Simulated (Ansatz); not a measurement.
Pressure series in InP

The reference is InP in the zinc blende structure (space group F-43m, No. 216; a = 5.9594 Å).

Cell and atoms are relaxed at each pressure.

Calculations: Ansatz (an electronic-structure program), PBE, PAW, cutoff 420 eV, no SOC.

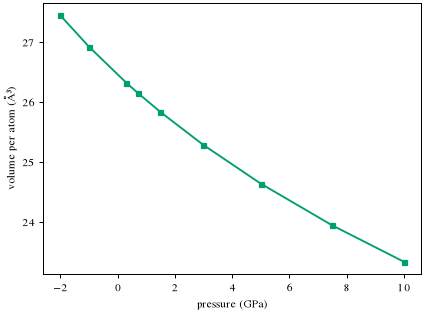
Fig. 1. Volume against pressure

### Question
Estimate the zero-pressure bulk modulus from the plot.

### Answer
About 59 GPa; a third-order Birch–Murnaghan fit to the points gives V₀ = 26.46 Å³/atom, B₀ = 59 GPa and B₀′ = 4.6.

Measured bulk modulus of InP: 72 GPa (static lattice; corrected from measurement; as listed in Daniel Mejia-Rodriguez, S. B. Trickey, Phys. Rev. B (2018)); the computed value is 17 % below it.

Between the base and pressure 5 GPa the gap moves from 0.44 eV to 0.83 eV, a mean slope of 78 meV/GPa.

Load acts through the strain it causes; cell and atoms are relaxed under it. Stability against distortions was not tested. Measured, InP leaves this structure (for rock salt) near 9.8 GPa (temperature not stated; as listed in Datta, Sujoy, Jana, Debnarayan, arXiv (2020)). A zero or small gap of InP under pressure −2 GPa can be the functional's error rather than a property of the material.
